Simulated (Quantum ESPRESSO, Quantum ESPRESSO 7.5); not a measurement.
## Tuning the work function of Nb(110)

Which overlayers raise and which lower the work function of Nb(110), and does electronegativity predict it?

Program: Quantum ESPRESSO 7.5. Level of theory: plane-wave DFT, PBEsol, GBRV ultrasoft pseudopotentials (geometry by pw.x at PBE, GBRV ultrasoft). Results are calculated unless marked as measured.

Experimental background.

“Anisotropic work function of elemental crystals” (2019, arxiv:1902.07811) quotes from earlier work for Nb (clean (110) face): work function (clean (110) face) 4.63 eV.

Most raw output is cut from this account.

### 1. Set-up

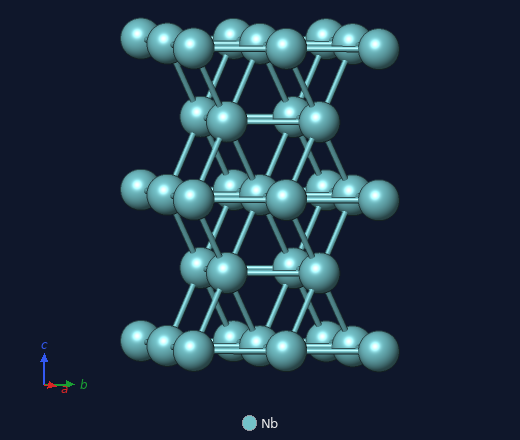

The cell as given, from the side, with the c axis up (niobium teal). 2×2×1 cells are drawn. Some periodic images of atoms are drawn too.

The cell holds 5 atoms: 5 Nb. Cell: a = 2.858 Å, b = 2.858 Å, c = 25.334 Å, α = 90.0°, β = 90.0°, γ = 70.5°. It derives from Nb. Vacuum lies along c.

This is the clean slab. Each overlayer is one atom a surface cell, set on the long-bridge site and held there by symmetry.

### 2. Relaxing the ions, clean face, with nosym = False

A first try, with the settings that serve most slabs.

The input, clean.relax.try.in:

```
&control
  prefix = 'clean.relax'
  outdir = './out'
  pseudo_dir = './pseudo'
  nstep = 40
  forc_conv_thr = 0.001
  calculation = 'relax'
/
&system
  ibrav = 0
  nat = 5
  ntyp = 1
  ecutwfc = 40
  ecutrho = 200
  occupations = 'smearing'
  smearing = 'mv'
  degauss = 0.02
/
&electrons
  conv_thr = 1e-07
  mixing_beta = 0.4
  electron_maxstep = 120
  mixing_mode = 'local-TF'
/
&ions
/
ATOMIC_SPECIES
  Nb  92.9064  nb_pbe_v1.uspp.F.UPF
CELL_PARAMETERS angstrom
  2.33345237791561 -1.65000000000000 0.00000000000000
  2.33345237791561 1.65000000000000 0.00000000000000
  0.00000000000000 0.00000000000000 25.33380951166243
ATOMIC_POSITIONS crystal
  Nb  0.000000000000 0.000000000000 0.315783538055 0 0 0
  Nb  0.500000000000 0.500000000000 0.407891769027 0 0 0
  Nb  0.000000000000 0.000000000000 0.500000000000 0 0 0
  Nb  0.500000000000 0.500000000000 0.592108230973
  Nb  0.000000000000 0.000000000000 0.684216461945
K_POINTS automatic
  10 10 1 0 0 0
```

The run is started by

```bash
> OMP_NUM_THREADS=1 mpirun -n 4 pw.x -nk 4 -in clean.relax.try.in > clean.relax.try.out
```

The job ended after 40 s (4 MPI ranks of Intel Xeon Platinum 8559C (Emerald Rapids), shared host; peak memory 0.59 GiB).

This try failed: “checkallsym (1): some of the original symmetry operations not satisfied”.

The message: “checkallsym (1): some of the original symmetry operations not satisfied”. The slab starts symmetric, and holding atoms on one side alone breaks that symmetry at the first step; without symmetry the check falls away, at the price of more k points.

### 3. Relaxation with pw.x, clean face

The run is repeated without symmetry.

The upper layers and the overlayer are relaxed in a plain periodic cell; the small field of the images is left in for this step. Atoms flagged 0 0 0 are held.

clean.relax.in is the input of step 2 with these lines changed:

```diff
@@ -17,2 +17,3 @@
   degauss = 0.02
+  nosym = .true.
 /
```

The run is started by

```bash
> OMP_NUM_THREADS=1 mpirun -n 4 pw.x -nk 4 -in clean.relax.in > clean.relax.out
```

The job ended after 6.5 min (4 MPI ranks; peak memory 0.69 GiB).

Step by step:

```tsv
step	energy less that of the first step (eV)	largest force (eV/Å)
1	0.0000	0.3939
2	-0.0053	0.3289
3	-0.0103	0.2592
4	-0.0158	0.1797
5	-0.0192	0.0484
6	-0.0193	0.0446
7	-0.0194	0.0485
8	-0.0196	0.0497
9	-0.0199	0.0464
10	-0.0202	0.0351
11	-0.0204	0.0095
```

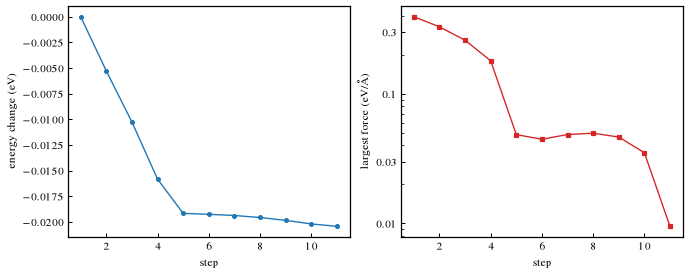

Energy and largest force along the relaxation.

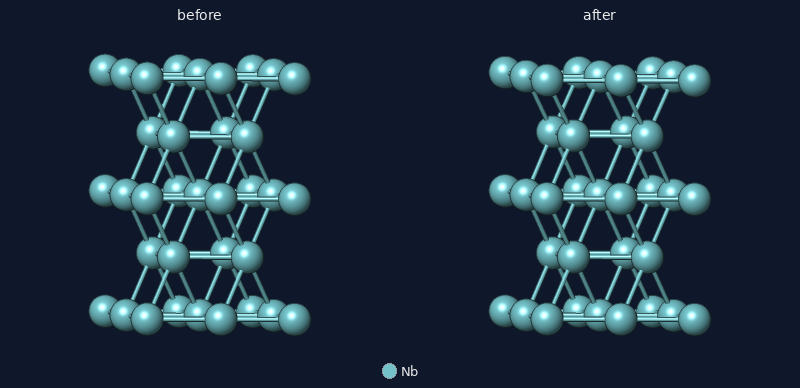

The structure before and after the relaxation, drawn at the same scale.

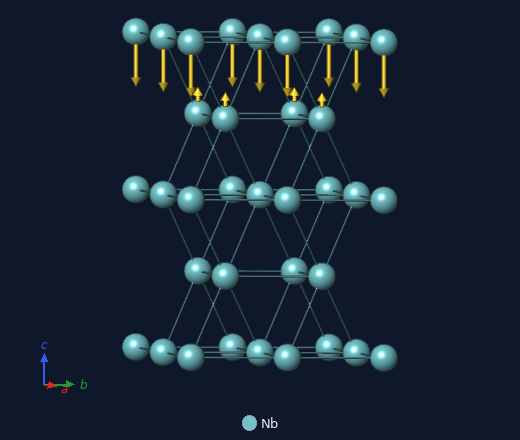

Displacements in the relaxation, exaggerated; the longest in the cell stands for 0.08 Å. 2×2×1 cells are drawn. Some periodic images of atoms are drawn too.

The atoms that moved most (Å):

```tsv
atom	dx	dy	dz	length
Nb5	0.000	0.000	-0.080	0.080
Nb4	0.000	0.000	0.028	0.028
```

Final coordinates:

```cif
data_structure
_symmetry_space_group_name_H-M 'P 1'
_symmetry_Int_Tables_number 1
_cell_length_a 2.8579
_cell_length_b 2.8579
_cell_length_c 25.3338
_cell_angle_alpha 90.000
_cell_angle_beta 90.000
_cell_angle_gamma 70.529
_cell_volume 195.08
loop_
_atom_site_label
_atom_site_type_symbol
_atom_site_fract_x
_atom_site_fract_y
_atom_site_fract_z
_atom_site_occupancy
Nb1 Nb 0.00000 0.00000 0.31578 1
Nb2 Nb 0.50000 0.50000 0.40789 1
Nb3 Nb 0.00000 0.00000 0.50000 1
Nb4 Nb 0.50000 0.50000 0.59321 1
Nb5 Nb 0.00000 0.00000 0.68105 1
```

The relaxation lowers the energy by 4 meV an atom. On the free atoms the largest force ends at 0.009 eV/Å.

Read from the output:

| Quantity | Value |
| --- | --- |
| free energy | -8020.7180 eV |
| Fermi energy | 6.002 eV |

### 4. Ground state, clean face

Open boundaries by another road: assume_isolated = 'esm' with bc1, the slab centred on z = 0.

Level of this step: plane-wave DFT, PBEsol, GBRV ultrasoft pseudopotentials (Quantum ESPRESSO 7.5).

The input, clean.esm.in:

```
&control
  prefix = 'clean.esm'
  outdir = './out'
  pseudo_dir = './pseudo'
  calculation = 'scf'
  tprnfor = .true.
/
&system
  ibrav = 0
  nat = 5
  ntyp = 1
  ecutwfc = 40
  ecutrho = 200
  occupations = 'smearing'
  smearing = 'mv'
  degauss = 0.02
  assume_isolated = 'esm'
  esm_bc = 'bc1'
/
&electrons
  conv_thr = 1e-07
  mixing_beta = 0.4
  electron_maxstep = 120
  mixing_mode = 'local-TF'
/
ATOMIC_SPECIES
  Nb  92.9064  nb_pbesol_v1.uspp.F.UPF
CELL_PARAMETERS angstrom
  2.33345237791561 -1.65000000000000 0.00000000000000
  2.33345237791561 1.65000000000000 0.00000000000000
  0.00000000000000 0.00000000000000 25.33380951166243
ATOMIC_POSITIONS crystal
  Nb  0.000000000000 0.000000000000 -0.182634611350
  Nb  0.500000000000 0.500000000000 -0.090526380450
  Nb  0.000000000000 0.000000000000 0.001581850550
  Nb  0.499999855400 0.500000162500 0.094791794150
  Nb  -0.000000178000 0.000000122900 0.182634611350
K_POINTS automatic
  10 10 1 0 0 0
```

The run is started by

```bash
> OMP_NUM_THREADS=1 mpirun -n 4 pw.x -nk 4 -in clean.esm.in > clean.esm.out
```

Run time: 75 s. Hardware: 4 MPI ranks; peak memory 0.53 GiB.

Read from the output:

* free energy: -8020.0235 eV
* Fermi energy: -4.672 eV
* vacuum line at the lower end of the cell, over the Fermi level: 4.709 eV
* vacuum line at the upper end of the cell, over the Fermi level: 4.634 eV

The potential energy, planar mean oscillates, so the rows of the table below give means over windows of 2.34 Å about each position, cut where the curve ends. Its maxima inside the range that stand out by 2 % of the span (Å: eV): -3.4: -1.01, -1.2: -1.04, 1.2: -0.854, 3.5: -1.85. Its minima: -4.6: -30.8, -2.4: -30.7, 0.0: -30.7, 2.4: -30.6, 4.6: -30.8.

Electrostatic potential energy of an electron; zero at the Fermi level. The potential energy, planar mean by z; means over each step:

```tsv
z (Å)	potential energy, planar mean (eV)
-11.50	4.71
-9.16	4.70
-6.82	3.56
-4.48	-13.8
-2.14	-13.6
0.20	-13.6
2.54	-13.8
4.88	-13.5
7.22	4.15
9.56	4.63
11.90	4.63
```

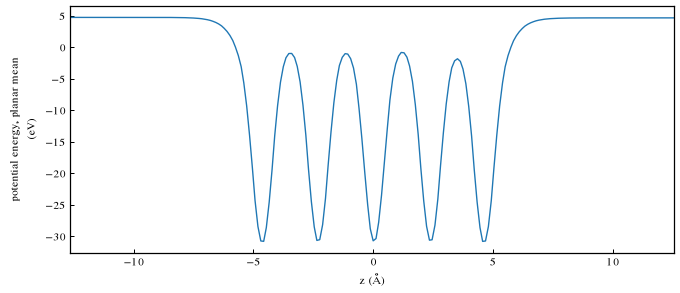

Potential energy, planar mean, plotted against z.

The vacuum levels are read from the outermost 0.7 Å of the cell on either side.

The run needed 27 iterations to bring the estimated error under 1e-07 Ry; the largest force on any atom, held or free, is 0.65 eV/Å.

Inside the slab this potential holds the local part of the pseudopotentials, which can be repulsive at the nuclei; only its value in the vacuum has a meaning of its own.

### 5. Projected density of states, clean face

Projections on atomic orbitals tell which layers and orbitals hold the states near the zero of energy.

The input, clean.pdos.in:

```
&projwfc
  prefix = 'clean.esm'
  outdir = './out'
  filpdos = 'clean.pdos'
  Emin = -12.672
  Emax = -0.672
  DeltaE = 0.1
  ngauss = 0
  degauss = 0.01
/
```

The run is started by

```bash
> OMP_NUM_THREADS=1 mpirun -n 4 projwfc.x -in clean.pdos.in > clean.pdos.out
```

Wall time 1.8 s (4 MPI ranks); peak memory 0.09 GiB.

Read from the output:

| Item | Value |
| --- | --- |
| spilling of the projection | 7.00e-4 |

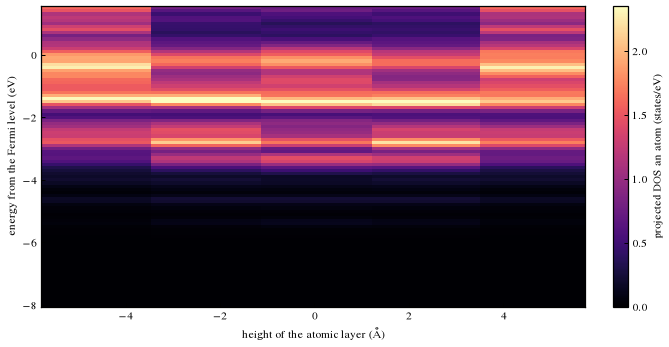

Projected DOS an atom over height of the atomic layer and energy from the Fermi level. Columns are the atomic layers from the bottom up.

The atomic orbitals miss 0.1 % of the occupied states; for empty states the projections can miss much more.

### 6. Relaxation with pw.x, Cl overlayer

Level of this step: plane-wave DFT, PBE, GBRV ultrasoft pseudopotentials (Quantum ESPRESSO 7.5).

System of this step: Nb(110), 5 layers, one monolayer of Cl on longbridge sites. The cell holds 6 atoms: 5 Nb and 1 Cl. Its edges and angles: a = 2.858 Å, b = 2.858 Å, c = 28.334 Å, α = 90.0°, β = 90.0°, γ = 70.5°. It derives from Nb. Vacuum lies along c.

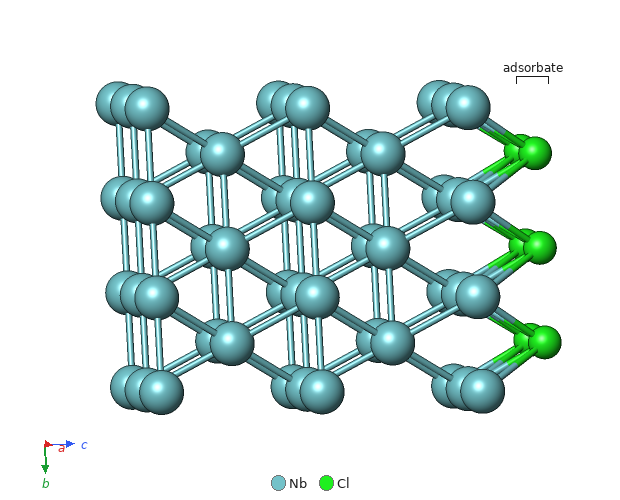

The cell of this step (niobium teal, chlorine green). 2×3×1 cells are drawn. Some periodic images of atoms are drawn too.

The input, Cl.relax.in:

```
&control
  prefix = 'Cl.relax'
  outdir = './out'
  pseudo_dir = './pseudo'
  nstep = 40
  forc_conv_thr = 0.001
  calculation = 'relax'
/
&system
  ibrav = 0
  nat = 6
  ntyp = 2
  ecutwfc = 40
  ecutrho = 200
  occupations = 'smearing'
  smearing = 'mv'
  degauss = 0.02
/
&electrons
  conv_thr = 1e-07
  mixing_beta = 0.4
  electron_maxstep = 120
  mixing_mode = 'local-TF'
/
&ions
/
ATOMIC_SPECIES
  Nb  92.9064  nb_pbe_v1.uspp.F.UPF
  Cl  35.4500  cl_pbe_v1.4.uspp.F.UPF
CELL_PARAMETERS angstrom
  2.33345237791561 -1.65000000000000 0.00000000000000
  2.33345237791561 1.65000000000000 0.00000000000000
  0.00000000000000 0.00000000000000 28.33380951166243
ATOMIC_POSITIONS crystal
  Nb  0.000000000000 0.000000000000 0.292936253298 0 0 0
  Nb  0.500000000000 0.500000000000 0.375292011953 0 0 0
  Nb  0.000000000000 0.000000000000 0.457647770608 0 0 0
  Nb  0.500000000000 0.500000000000 0.540003529262
  Nb  0.000000000000 0.000000000000 0.622359287917
  Cl  0.500000000000 0.500000000000 0.695995993789
K_POINTS automatic
  10 10 1 0 0 0
```

The run is started by

```bash
> OMP_NUM_THREADS=1 mpirun -n 4 pw.x -nk 4 -in Cl.relax.in > Cl.relax.out
```

Wall time 9.5 min (4 MPI ranks); peak memory 0.74 GiB.

The steps of the relaxation:

```tsv
step	energy less that of the first step (eV)	largest force (eV/Å)
1	0.0000	1.5041
2	-0.0776	1.0679
3	-0.1310	0.5311
4	-0.1431	0.1733
5	-0.1438	0.0801
6	-0.1443	0.0977
7	-0.1449	0.0882
8	-0.1454	0.0584
9	-0.1457	0.0858
10	-0.1460	0.0950
11	-0.1464	0.0944
12	-0.1471	0.0810
13	-0.1479	0.0498
14	-0.1482	0.0290
15	-0.1482	0.0105
```

The atoms that moved most (Å):

```tsv
atom	dx	dy	dz	length
Cl6	0.000	0.000	-0.162	0.162
Nb4	0.000	0.000	-0.031	0.031
Nb5	0.000	0.000	0.024	0.024
```

The relaxation lowers the energy by 25 meV an atom. On the free atoms the largest force ends at 0.010 eV/Å.

This step gave:

```
free energy  : -8475.5560 eV
Fermi energy : 5.814 eV
```

### 7. Self-consistent run, Cl overlayer

Level of this step: plane-wave DFT, PBEsol, GBRV ultrasoft pseudopotentials (Quantum ESPRESSO 7.5).

The input, Cl.esm.in:

```
&control
  prefix = 'Cl.esm'
  outdir = './out'
  pseudo_dir = './pseudo'
  calculation = 'scf'
  tprnfor = .true.
/
&system
  ibrav = 0
  nat = 6
  ntyp = 2
  ecutwfc = 40
  ecutrho = 200
  occupations = 'smearing'
  smearing = 'mv'
  degauss = 0.02
  assume_isolated = 'esm'
  esm_bc = 'bc1'
/
&electrons
  conv_thr = 1e-07
  mixing_beta = 0.4
  electron_maxstep = 120
  mixing_mode = 'local-TF'
/
ATOMIC_SPECIES
  Nb  92.9064  nb_pbesol_v1.uspp.F.UPF
  Cl  35.4500  cl_pbesol_v1.4.uspp.F.UPF
CELL_PARAMETERS angstrom
  2.33345237791561 -1.65000000000000 0.00000000000000
  2.33345237791561 1.65000000000000 0.00000000000000
  0.00000000000000 0.00000000000000 28.33380951166243
ATOMIC_POSITIONS crystal
  Nb  0.000000000000 0.000000000000 -0.198675894550
  Nb  0.500000000000 0.500000000000 -0.116320135850
  Nb  0.000000000000 0.000000000000 -0.033964377250
  Nb  0.500000000000 0.500000000000 0.047298357150
  Nb  0.000000000000 0.000000000000 0.131582404450
  Cl  0.500000000000 0.500000000000 0.198675894550
K_POINTS automatic
  10 10 1 0 0 0
```

The run is started by

```bash
> OMP_NUM_THREADS=1 mpirun -n 4 pw.x -nk 4 -in Cl.esm.in > Cl.esm.out
```

It took 2 min on 4 MPI ranks; peak memory 0.72 GiB; 8 min of CPU time.

This step gave:

- free energy: -8473.9456 eV
- Fermi energy: -4.702 eV
- vacuum line at the lower end of the cell, over the Fermi level: 4.715 eV
- vacuum line at the upper end of the cell, over the Fermi level: 4.690 eV

The potential energy, planar mean oscillates, so the rows of the table below give means over windows of 2.33 Å about each position, cut where the curve ends. Its maxima inside the range that stand out by 2 % of the span (Å: eV): -4.4: -0.942, -2.1: -1.05, 0.2: -1.24, 2.6: -0.500, 4.8: -3.53. Its minima: -5.6: -31.0, -3.3: -30.8, -0.9: -30.8, 1.3: -30.6, 3.7: -31.4, 5.6: -19.0.

Electrostatic potential energy of an electron; zero at the Fermi level. Table of potential energy, planar mean by z; means over each step:

```tsv
z (Å)	potential energy, planar mean (eV)
-12.95	4.71
-10.62	4.71
-8.29	4.30
-5.96	-13.3
-3.62	-13.7
-1.29	-13.7
1.04	-13.7
3.37	-14.0
5.70	-6.92
8.02	4.58
10.36	4.69
12.69	4.69
```

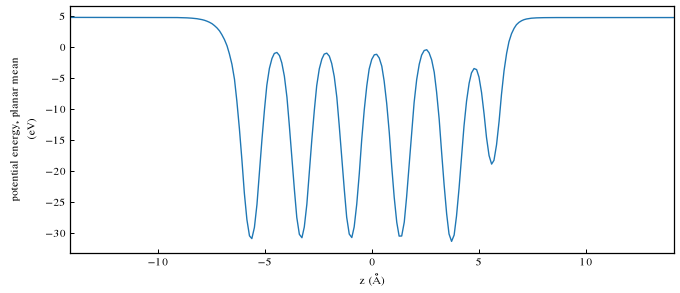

Potential energy, planar mean against z.

The covered face stands at 4.69 eV against 4.63 eV when clean.

Inside the slab this potential holds the local part of the pseudopotentials, which can be repulsive at the nuclei; only its value in the vacuum has a meaning of its own.

### 8. Projected density of states, Cl overlayer

The input, Cl.pdos.in:

```
&projwfc
  prefix = 'Cl.esm'
  outdir = './out'
  filpdos = 'Cl.pdos'
  Emin = -12.702
  Emax = -0.702
  DeltaE = 0.1
  ngauss = 0
  degauss = 0.01
/
```

The run is started by

```bash
> OMP_NUM_THREADS=1 mpirun -n 4 projwfc.x -in Cl.pdos.in > Cl.pdos.out
```

Wall time 1.9 s (4 MPI ranks); peak memory 0.1 GiB; 7 s of CPU time.

Numbers from this step:

- spilling of the projection: 0.0013

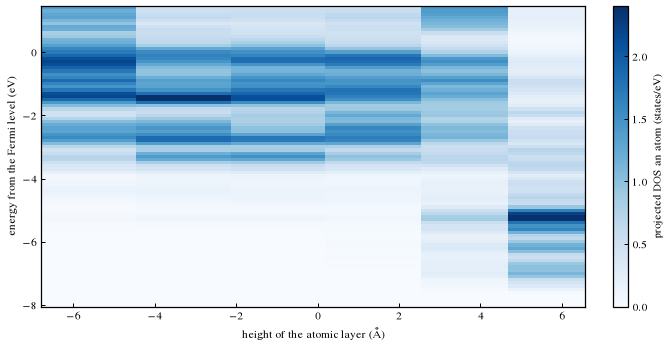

Projected DOS an atom over height of the atomic layer and energy from the Fermi level. Columns are the atomic layers from the bottom up.

The atomic orbitals miss 0.1 % of the occupied states; for empty states the projections can miss much more.

### 9. Relaxing the ions, Br overlayer

Level of this step: plane-wave DFT, PBE, GBRV ultrasoft pseudopotentials (Quantum ESPRESSO 7.5).

System of this step: Nb(110), 5 layers, one monolayer of Br on longbridge sites. The cell holds 6 atoms: 5 Nb and 1 Br. Cell: a = 2.858 Å, b = 2.858 Å, c = 28.334 Å, α = 90.0°, β = 90.0°, γ = 70.5°. It derives from Nb. Vacuum lies along c.

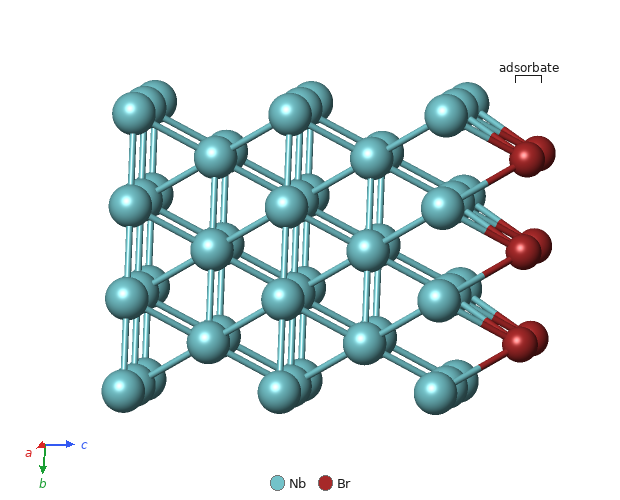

The cell of this step (niobium teal, bromine red). 2×3×1 cells are drawn. Some periodic images of atoms are drawn too.

The input, Br.relax.in:

```
&control
  prefix = 'Br.relax'
  outdir = './out'
  pseudo_dir = './pseudo'
  nstep = 40
  forc_conv_thr = 0.001
  calculation = 'relax'
/
&system
  ibrav = 0
  nat = 6
  ntyp = 2
  ecutwfc = 40
  ecutrho = 200
  occupations = 'smearing'
  smearing = 'mv'
  degauss = 0.02
/
&electrons
  conv_thr = 1e-07
  mixing_beta = 0.4
  electron_maxstep = 120
  mixing_mode = 'local-TF'
/
&ions
/
ATOMIC_SPECIES
  Nb  92.9064  nb_pbe_v1.uspp.F.UPF
  Br  79.9040  br_pbe_v1.4.uspp.F.UPF
CELL_PARAMETERS angstrom
  2.33345237791561 -1.65000000000000 0.00000000000000
  2.33345237791561 1.65000000000000 0.00000000000000
  0.00000000000000 0.00000000000000 28.33380951166243
ATOMIC_POSITIONS crystal
  Nb  0.000000000000 0.000000000000 0.292936253298 0 0 0
  Nb  0.500000000000 0.500000000000 0.375292011953 0 0 0
  Nb  0.000000000000 0.000000000000 0.457647770608 0 0 0
  Nb  0.500000000000 0.500000000000 0.540003529262
  Nb  0.000000000000 0.000000000000 0.622359287917
  Br  0.500000000000 0.500000000000 0.703940787009
K_POINTS automatic
  10 10 1 0 0 0
```

The run is started by

```bash
> OMP_NUM_THREADS=1 mpirun -n 4 pw.x -nk 4 -in Br.relax.in > Br.relax.out
```

Wall time 8.7 min (4 MPI ranks); peak memory 0.73 GiB.

Step by step:

```tsv
step	energy less that of the first step (eV)	largest force (eV/Å)
1	0.0000	0.7791
2	-0.0213	0.7023
3	-0.0411	0.6030
4	-0.0631	0.4257
5	-0.0766	0.1067
6	-0.0771	0.1132
7	-0.0777	0.1078
8	-0.0786	0.0937
9	-0.0797	0.0720
10	-0.0807	0.0958
11	-0.0813	0.1294
12	-0.0820	0.1447
13	-0.0829	0.1425
14	-0.0844	0.1060
15	-0.0853	0.0342
16	-0.0854	0.0066
```

The atoms that moved most (Å):

```tsv
atom	dx	dy	dz	length
Br6	0.000	0.000	-0.203	0.203
Nb4	0.000	0.000	-0.028	0.028
Nb5	0.000	0.000	-0.012	0.012
```

The relaxation lowers the energy by 14 meV an atom. On the free atoms the largest force ends at 0.007 eV/Å.

This step gave:

| Property | Result |
| --- | --- |
| free energy | -8658.8605 eV |
| Fermi energy | 6.327 eV |

[end of part 1 of 2]

[Logs are printed without paths, hosts, clocks, repeated set-up lines and the standing remarks that a program may print on its own settings, such as how far it seeks lower states.]

[Hosts, paths, dates, database ids (printed as entryN), source tags and the programs' standing remarks are cut or masked in the printed files.]

[Maps of the electrostatic potential energy from Ansatz leave out the sawtooth potential of an applied field or a dipole correction, so their vacuum need not be flat; planar profiles and work functions include it.]
